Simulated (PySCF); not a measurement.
```xyz
8

F     0.9636    1.2686    0.6406
C     0.6561    0.0818    0.0331
C    -0.8274   -0.1463    0.0120
F    -1.4471    0.7161   -0.8504
H     1.1418   -0.7430    0.5847
H     1.0472    0.0950   -0.9989
H    -1.2420   -0.0015    1.0247
H    -1.0301   -1.1848   -0.3062
```

Geometry: PBE0-D3(BJ)/def2-SVP.

The calculation used PySCF, CAM-B3LYP/def2-SVPD, SCF density, gas phase.

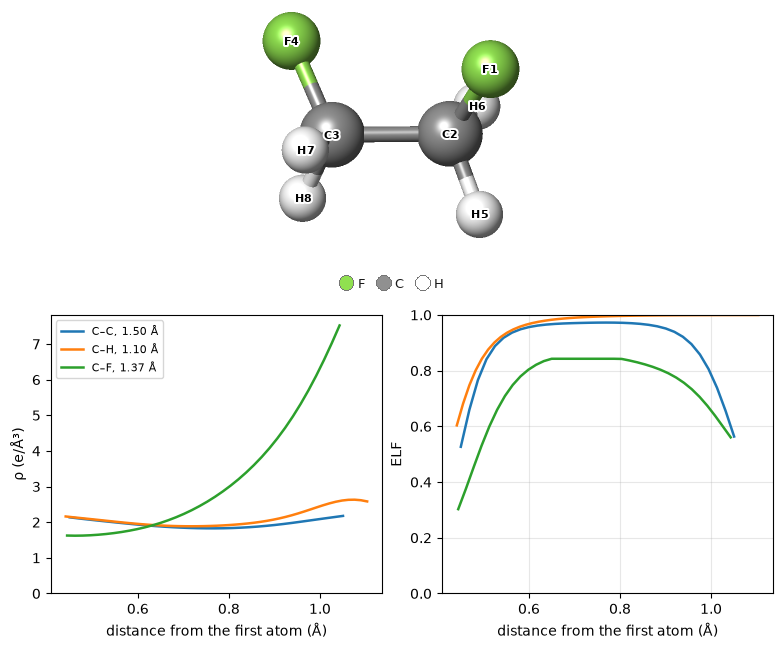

C₂H₄F₂ (SMILES FCCF). Electron density and ELF along straight lines between neighbouring atoms. The curves leave out the atomic cores. The structure is drawn too.

Question: What can be read from the curves?

Answer: C–C (1.50 Å): the density is about 1.8 e/Å³ at the midpoint; the ELF peaks at about 1 between the atoms; localised, covalent bonding.
C–H (1.10 Å): ρ at the midpoint is about 2 e/Å³; the ELF climbs to about 1 towards the hydrogen, as it does in any bond to H: an ordinary covalent bond to hydrogen.
C–F (1.37 Å): the density is about 2.1 e/Å³ at the midpoint, with its minimum of 1.6 e/Å³ about 0.5 Å from C; the ELF peaks at about 0.85 between the atoms, as expected for a polar covalent bond.
